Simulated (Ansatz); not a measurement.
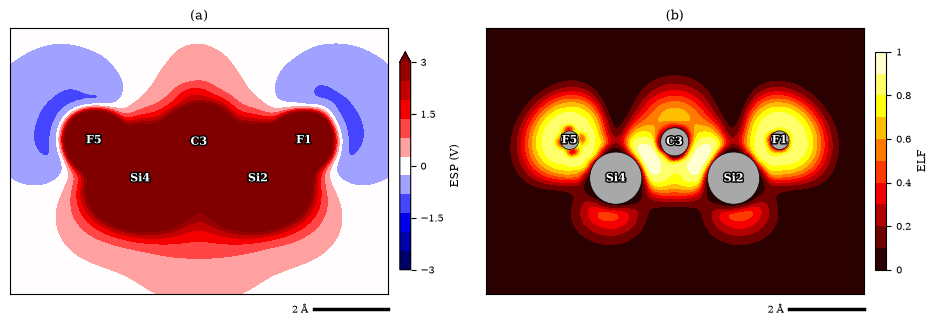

The picture shows: CH₆F₂Si₂ (SMILES F[SiH2]C[SiH2]F). (a) electrostatic potential; (b) ELF on the plane of atoms C3, Si4 and F5. Grey discs cover the atomic cores in the ELF map.

Geometry: PBE0-D4/def2-TZVP.

These are results of RKS PBE0-D4/def2-TZVPP (Ansatz 0.2.0), not measurements.

Input

```
crystal:
  periodic: [false, false, false]
  atoms:
    - {symbol: F, position_ang: [-2.727158, -0.975035, 0.318751]}
    - {symbol: Si, position_ang: [-1.395532, -0.604808, -0.490710]}
    - {symbol: C, position_ang: [-0.130936, 0.055680, 0.696181]}
    - {symbol: Si, position_ang: [1.508677, 0.549411, -0.019395]}
    - {symbol: F, position_ang: [2.449199, 1.092342, 1.157961]}
    - {symbol: H, position_ang: [-1.760355, 0.412072, -1.506802]}
    - {symbol: H, position_ang: [-0.916930, -1.843720, -1.150783]}
    - {symbol: H, position_ang: [0.048212, -0.707901, 1.462470]}
    - {symbol: H, position_ang: [-0.560206, 0.930427, 1.199064]}
    - {symbol: H, position_ang: [1.355212, 1.644734, -1.007513]}
    - {symbol: H, position_ang: [2.195117, -0.610304, -0.638624]}
basis:
  gaussian: {orbitals: def2-TZVPP}
hamiltonian: {xc: pbe0, dispersion: d4}
output: {orbitals: {seedname: orbitals}}
```

Command:

```sh
ansatz run in.yaml --threads 4 --pin off --events-out ev --progress --plain --max-ram 10444MiB
```

What does the map show?

Answer. The section cuts through F, Si and C sites.
Si–F (1.60 Å): the ELF peaks at about 0.85 in the valence shell of F, 0.6 Å from its nucleus, and is about 0.50 at the midpoint.
C–Si (1.86 Å): the ELF peaks at about 0.95 between the atoms (a covalent bond).
The ELF also peaks beside F5 and F1, away from the bonds: lone-pair regions.
Outside the dense part of the molecule the potential is most negative (−1.0 V) near F1 and F5.
